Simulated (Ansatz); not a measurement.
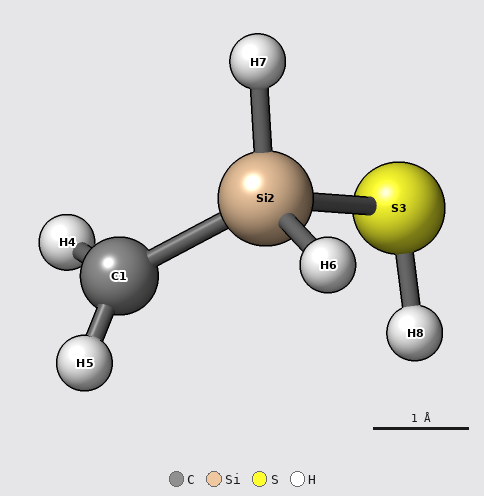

Figure 1. The input geometry (ball-and-stick view, seen at a tilt; atoms are numbered from 1 in the order of the input).

Run report: CH$_{5}$SSi, geometry relaxation

System: CH$_{5}$SSi, multiplicity 2.
Method: UKS PBE0/def2-SVP (Ansatz 0.2.0).

It belongs to a series of runs on one base structure; here: end point A relaxed. Figures and captions count atoms from 1; the log counts them from 0 in places.

Log
```
The last accepted step is kept in [file] (removed where the run ends without a failure and the disk answers)
Engine: ansatz 0.2.0, aarch64-unknown-linux-gnu
Functional definition: PBE0
  parameter a = 0.25
  parameter kappa = 0.804
  parameter beta = 0.06672455060314922
  exchange = (1 - a)*pbe_x(kappa = kappa, mu = beta*pi^2/3) + a*exact_x
  correlation = pbe_c(beta = beta)
784 factors; integrals over basis functions are off by at most 3.7e-4 eV
mean field evaluation 1: about -19807.6568 eV, gradient 3.4e1 eV
mean field evaluation 2: about -19784.3374 eV, gradient 5.6e1 eV
mean field evaluation 4: about -19815.0645 eV, gradient 5.5e0 eV
mean field evaluation 8: about -19815.3215 eV, gradient 2.1e-1 eV
mean field evaluation 16: about -19815.3220 eV, gradient 2.1e-4 eV
mean field -19815.32198666 eV, -728.1996517021 hartree, gradient 1.7e-5 eV, S^2 0.754494; 0 other end points of the search recorded, 0 dependent functions left out
the calculation of the forces begins
reference -19815.32201061 eV, -728.1996525822 hartree; 21, 20 occupied and 54, 55 virtual orbitals, 784 factors
relax step   1: F+E_penalty+E_count = -19815.32198666 eV  Δ(F+E_penalty+E_count) = +0.000e0 eV  max|allowed force component| = 1.404e0 eV/Å  Δτ_max = 0.0000 Å  (30 SCF iters, accepted)
these checks for a lower state are left out or cut short: starts, cluster_reference, orbital_swaps, neighbouring_geometries, increment
784 factors; integrals over basis functions are off by at most 4.1e-4 eV
mean field -19815.39340394 eV, -728.2022762389 hartree, gradient 1.1e-5 eV, S^2 0.754322; 0 other end points of the search recorded, 0 dependent functions left out
the calculation of the forces begins
reference -19815.39342794 eV, -728.2022771206 hartree; 21, 20 occupied and 54, 55 virtual orbitals, 784 factors
relax step   2: F+E_penalty+E_count = -19815.39340394 eV  Δ(F+E_penalty+E_count) = -7.142e-2 eV  max|allowed force component| = 5.170e-1 eV/Å  Δτ_max = 0.1142 Å  (30 SCF iters, accepted)
these checks for a lower state are left out or cut short: starts, cluster_reference, orbital_swaps, neighbouring_geometries, increment
784 factors; integrals over basis functions are off by at most 4.2e-4 eV
mean field evaluation 32: about -19815.4233 eV, gradient 1.3e-5 eV
mean field -19815.42330454 eV, -728.2033750656 hartree, gradient 1.3e-5 eV, S^2 0.754373; 0 other end points of the search recorded, 0 dependent functions left out
the calculation of the forces begins
reference -19815.42332875 eV, -728.2033759554 hartree; 21, 20 occupied and 54, 55 virtual orbitals, 784 factors
relax step   3: F+E_penalty+E_count = -19815.42330454 eV  Δ(F+E_penalty+E_count) = -2.990e-2 eV  max|allowed force component| = 2.290e-1 eV/Å  Δτ_max = 0.1267 Å  (29 SCF iters, accepted)
these checks for a lower state are left out or cut short: starts, cluster_reference, orbital_swaps, neighbouring_geometries, increment
784 factors; integrals over basis functions are off by at most 4.1e-4 eV
mean field -19815.41611006 eV, -728.2031106731 hartree, gradient 1.6e-5 eV, S^2 0.754315; 0 other end points of the search recorded, 0 dependent functions left out
the calculation of the forces begins
reference -19815.41613445 eV, -728.2031115695 hartree; 21, 20 occupied and 54, 55 virtual orbitals, 784 factors
relax step   4: F+E_penalty+E_count = -19815.41611006 eV  Δ(F+E_penalty+E_count) = +7.194e-3 eV  max|allowed force component| = 3.839e-1 eV/Å  Δτ_max = 0.1920 Å  (29 SCF iters, rejected (line search))
these checks for a lower state are left out or cut short: starts, cluster_reference, orbital_swaps, neighbouring_geometries, increment
784 factors; integrals over basis functions are off by at most 4.0e-4 eV
mean field -19815.42931525 eV, -728.2035959550 hartree, gradient 1.6e-5 eV, S^2 0.754346; 0 other end points of the search recorded, 0 dependent functions left out
the calculation of the forces begins
reference -19815.42933945 eV, -728.2035968444 hartree; 21, 20 occupied and 54, 55 virtual orbitals, 784 factors
relax step   5: F+E_penalty+E_count = -19815.42931525 eV  Δ(F+E_penalty+E_count) = -6.011e-3 eV  max|allowed force component| = 1.984e-1 eV/Å  Δτ_max = 0.0959 Å  (29 SCF iters, accepted)
these checks for a lower state are left out or cut short: starts, cluster_reference, orbital_swaps, neighbouring_geometries, increment
784 factors; integrals over basis functions are off by at most 4.1e-4 eV
mean field -19815.43184401 eV, -728.2036888852 hartree, gradient 6.9e-5 eV, S^2 0.754339; 0 other end points of the search recorded, 0 dependent functions left out
the calculation of the forces begins
reference -19815.43186819 eV, -728.2036897738 hartree; 21, 20 occupied and 54, 55 virtual orbitals, 784 factors
relax step   6: F+E_penalty+E_count = -19815.43184401 eV  Δ(F+E_penalty+E_count) = -2.529e-3 eV  max|allowed force component| = 3.456e-2 eV/Å  Δτ_max = 0.0242 Å  (28 SCF iters, accepted)
these checks for a lower state are left out or cut short: starts, cluster_reference, orbital_swaps, neighbouring_geometries, increment
784 factors; integrals over basis functions are off by at most 4.1e-4 eV
mean field -19815.43195438 eV, -728.2036929412 hartree, gradient 9.9e-6 eV, S^2 0.754342; 0 other end points of the search recorded, 0 dependent functions left out
the calculation of the forces begins
reference -19815.43197854 eV, -728.2036938293 hartree; 21, 20 occupied and 54, 55 virtual orbitals, 784 factors
relax step   7: F+E_penalty+E_count = -19815.43195438 eV  Δ(F+E_penalty+E_count) = -1.104e-4 eV  max|allowed force component| = 8.732e-3 eV/Å  Δτ_max = 0.0083 Å  (25 SCF iters, accepted)
784 factors; integrals over basis functions are off by at most 4.1e-4 eV
mean field evaluation 64: about -19815.2487 eV, gradient 4.7e0 eV
```

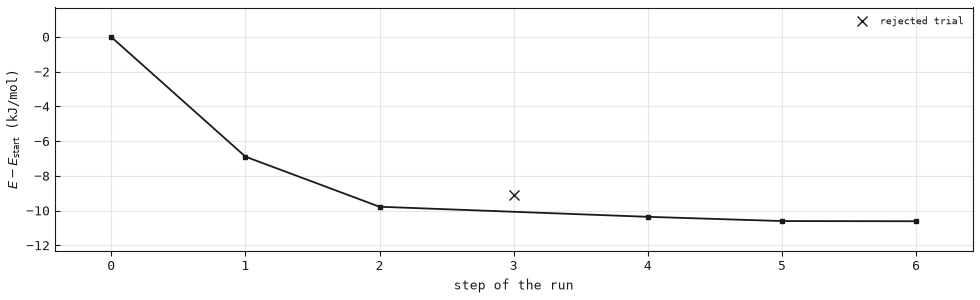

Figure 2. Progress of the relaxation, step by step (the first geometry is step 0 here and step 1 in the log).

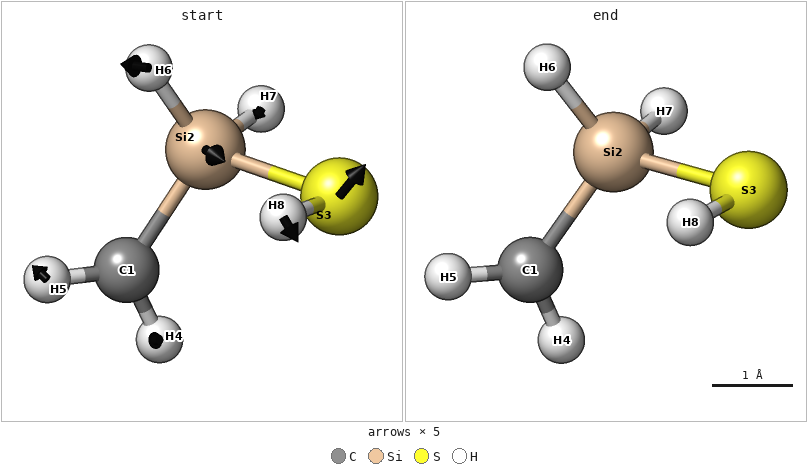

Figure 3. Before (left) and after (right) the relaxation, at one scale (ball-and-stick view, seen at a tilt). The black arrows give the displacements, magnified 5 times. Over 6 geometry steps the energy falls by 10.6 kJ/mol. Largest force component: 1.4 eV/Å at the start, 0.0087 eV/Å at the end. The line search rejected the trial step at point 3 (counted from 0) and went back. S3 moves most after the best rigid fit: 0.11 Å. By element the largest moves are S 0.11 Å, H 0.09 Å, Si 0.09 Å, C 0.01 Å. Among the contacts that change: Si2–H6 1.457 → 1.493 Å, Si2–S3 2.190 → 2.159 Å, S3–H8 1.324 → 1.352 Å, C1–H4 1.077 → 1.096 Å. Among the angles that change: C1–Si2–S3 106.3° → 111.9°, S3–Si2–H6 105.6° → 111.1°, C1–Si2–H6 113.2° → 109.4°. (Atoms are counted from 1 in the order of the input.)

```
mean field -19815.43195438 eV, -728.2036929412 hartree, gradient 9.9e-6 eV, S^2 0.754342; 1 other end points of the search recorded, 0 dependent functions left out
the calculation of the forces begins
reference -19815.43197854 eV, -728.2036938293 hartree; 21, 20 occupied and 54, 55 virtual orbitals, 784 factors
Total energy: -19815.43197854 eV, -728.2036938293 hartree
Atom 0 at    -0.864294     0.312652    -0.965347 Å, force    -0.008732     0.007878     0.004636 eV/Å
Atom 1 at     0.564357     0.371849     0.201855 Å, force    -0.000180    -0.000113    -0.004945 eV/Å
Atom 2 at     1.023917    -1.576903     1.010138 Å, force    -0.005109    -0.005407     0.006521 eV/Å
Atom 3 at    -0.841320    -0.291773    -1.878967 Å, force     0.002541    -0.001631     0.000019 eV/Å
Atom 4 at    -1.810438     0.830996    -0.773443 Å, force     0.002846    -0.003758    -0.004144 eV/Å
Atom 5 at     0.273503     1.349979     1.291998 Å, force     0.001402     0.001946     0.002035 eV/Å
Atom 6 at     1.832654     0.746311    -0.491314 Å, force     0.001278     0.001614    -0.000826 eV/Å
Atom 7 at    -0.178380    -1.743110     1.605069 Å, force     0.005954    -0.000528    -0.003295 eV/Å
Dipole moment:    -0.330249     0.131679    -0.074552 e Å
```

Trajectory as extended XYZ (Å, eV, eV/Å), 7 frames, from step=1 to step=7
```
8
Properties=species:S:1:pos:R:3:forces:R:3 step=1 energy=-19815.32199
C    -0.8576    0.3141   -0.9747    0.4370   0.3621   0.2526
Si    0.5724    0.4525    0.1635   -0.3569  -1.4035   0.2619
S     0.9475   -1.5650    0.9274    0.7783   0.1335  -0.4639
H    -0.8334   -0.3214   -1.8441    0.0909  -0.3974  -0.5415
H    -1.8095    0.7749   -0.7787   -0.6650   0.3209   0.1517
H     0.2958    1.2704    1.3374   -0.1497   0.6478   0.3365
H     1.8521    0.7490   -0.4644    0.5287   0.3125  -0.3522
H    -0.1674   -1.6745    1.6337   -0.6632   0.0239   0.3549
8
Properties=species:S:1:pos:R:3:forces:R:3 step=2 energy=-19815.39340
C    -0.8496    0.3483   -0.9876    0.0048  -0.2264   0.1718
Si    0.5599    0.3455    0.2011    0.2063  -0.0065  -0.0576
S     1.0080   -1.6490    0.9612   -0.1922   0.5170  -0.0780
H    -0.8226   -0.2666   -1.8894   -0.0006  -0.0129  -0.1788
H    -1.8279    0.7703   -0.7450   -0.0714   0.1017  -0.0116
H     0.2648    1.3301    1.2847    0.0030  -0.1343   0.1296
H     1.8250    0.7504   -0.4624    0.1304   0.0157  -0.1127
H    -0.1576   -1.6289    1.6373   -0.0803  -0.2543   0.1373
8
Properties=species:S:1:pos:R:3:forces:R:3 step=3 energy=-19815.42331
C    -0.8633    0.3185   -0.9783   -0.0760   0.0754  -0.0378
Si    0.5657    0.3644    0.1897   -0.1479  -0.0397   0.1256
S     0.9949   -1.6102    0.9798   -0.1464   0.0590   0.1276
H    -0.8209   -0.2505   -1.9150   -0.0176   0.0105   0.0338
H    -1.8222    0.8170   -0.7776    0.1093  -0.0677  -0.0147
H     0.2709    1.3297    1.2948    0.0246  -0.0548  -0.0241
H     1.8273    0.7669   -0.4988    0.0250  -0.0821   0.0031
H    -0.1524   -1.7357    1.7054    0.2290   0.0994  -0.2135
8
Properties=species:S:1:pos:R:3:forces:R:3 step=4 energy=-19815.41611 accepted=F
C    -0.8613    0.3037   -0.9562    0.1386  -0.0677  -0.0017
Si    0.5791    0.3689    0.2070   -0.1540   0.3050  -0.1514
S     1.0348   -1.5153    1.1130   -0.0065  -0.3839   0.0685
H    -0.8335   -0.1963   -1.9312    0.0860  -0.0335   0.0328
H    -1.8312    0.7368   -0.7056   -0.1395   0.0775   0.0769
H     0.2955    1.3900    1.2654    0.0282   0.0014  -0.0990
H     1.8410    0.6955   -0.5264   -0.0300   0.0266   0.0774
H    -0.2244   -1.7833    1.5340    0.0771   0.0746  -0.0036
8
Properties=species:S:1:pos:R:3:forces:R:3 step=5 energy=-19815.42932
C    -0.8671    0.3209   -0.9711   -0.0696  -0.0284  -0.0293
Si    0.5478    0.3756    0.2050    0.1984  -0.0647   0.0424
S     1.0329   -1.5693    1.0123   -0.0543   0.0108   0.0006
H    -0.8376   -0.2857   -1.8840    0.0040   0.0185   0.0228
H    -1.8144    0.8366   -0.7836   -0.0336   0.0122  -0.0116
H     0.2770    1.3586    1.2962   -0.0344  -0.0020  -0.0182
H     1.8240    0.7206   -0.4873    0.0028   0.0673  -0.0215
H    -0.1626   -1.7573    1.6126   -0.0134  -0.0137   0.0147
8
Properties=species:S:1:pos:R:3:forces:R:3 step=6 energy=-19815.43184
C    -0.8668    0.3161   -0.9655    0.0346  -0.0226  -0.0020
Si    0.5632    0.3705    0.2010   -0.0193   0.0055   0.0203
S     1.0252   -1.5771    1.0134   -0.0065   0.0031  -0.0099
H    -0.8359   -0.2857   -1.8806   -0.0150   0.0005  -0.0081
H    -1.8150    0.8304   -0.7760   -0.0058   0.0036   0.0035
H     0.2740    1.3489    1.2914    0.0065   0.0033   0.0027
H     1.8308    0.7428   -0.4940    0.0044   0.0023  -0.0041
H    -0.1755   -1.7461    1.6103    0.0012   0.0043  -0.0023
8
Properties=species:S:1:pos:R:3:forces:R:3 step=7 energy=-19815.43195
C    -0.8643    0.3127   -0.9653   -0.0087   0.0079   0.0046
Si    0.5644    0.3718    0.2019   -0.0002  -0.0001  -0.0049
S     1.0239   -1.5769    1.0101   -0.0051  -0.0054   0.0065
H    -0.8413   -0.2918   -1.8790    0.0025  -0.0016   0.0000
H    -1.8104    0.8310   -0.7734    0.0028  -0.0038  -0.0041
H     0.2735    1.3500    1.2920    0.0014   0.0019   0.0020
H     1.8327    0.7463   -0.4913    0.0013   0.0016  -0.0008
H    -0.1784   -1.7431    1.6051    0.0060  -0.0005  -0.0033
```

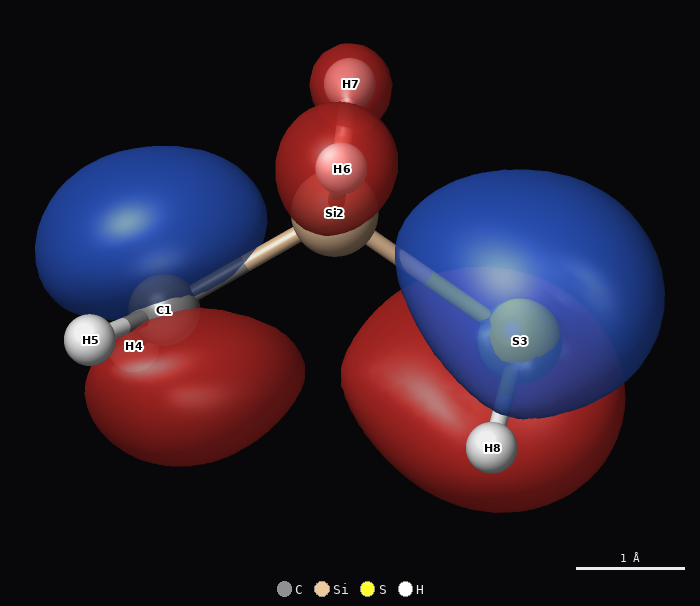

Figure 4. The HOMO−1 (α) at ±0.1 Å⁻³ᐟ² (red and blue are the two phases), seen face on. Its weight (Hirshfeld) is mainly on S3 (55 %), C1 (25 %) and Si2 (10 %). Its energy is −7.50 eV.

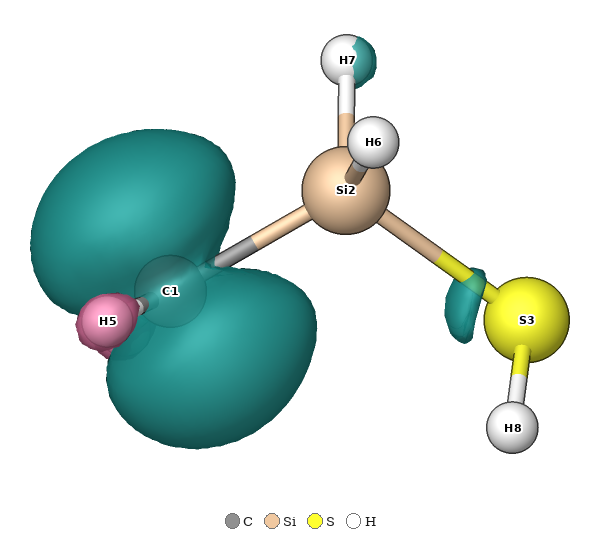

Figure 5. Isosurfaces of the spin density at +0.03 (teal) and −0.03 e/Å³ (pink), seen face on. The unpaired spin (1 electron) lies mostly on C1 (about 0.8) and Si2 (about 0.1), in electrons by Hirshfeld's partition.

The run was set up as follows.

The input
```yaml
crystal:
  periodic: [false, false, false]
  atoms:
    - { symbol: C, position_ang: [-0.85755, 0.31407, -0.97473] }
    - { symbol: Si, position_ang: [0.57243, 0.45254, 0.16346] }
    - { symbol: S, position_ang: [0.9475, -1.56495, 0.92741] }
    - { symbol: H, position_ang: [-0.83335, -0.32142, -1.84413] }
    - { symbol: H, position_ang: [-1.80945, 0.77489, -0.77872] }
    - { symbol: H, position_ang: [0.29577, 1.27036, 1.33736] }
    - { symbol: H, position_ang: [1.85206, 0.74897, -0.46436] }
    - { symbol: H, position_ang: [-0.16741, -1.67446, 1.6337] }
magnetization:
  spin_polarized: true
  initial_magnetization: 1
basis:
  gaussian: { orbitals: def2-SVP }
hamiltonian:
  xc: pbe0
relax:
  f_tol: 0.02
  max_steps: 50
output:
  orbitals: {}
```

Run as:
```bash
ansatz run input.yaml --threads 2 --pin off --max-ram 3072MiB --backend cpu --events-out ev --progress --plain --runs-dir out
```

Key numbers

```tsv
quantity	value
outcome	converged
total energy	−19815.4320 eV
mean-field energy	−19815.4320 eV
⟨S²⟩	0.754
largest force (length of the vector) at the end	0.013 eV/Å
hardware	2 threads of Arm Neoverse V2, 24 GiB of memory available, shared host
wall time	17 s (CPU time 32 s)
peak memory	0.17 GiB
```
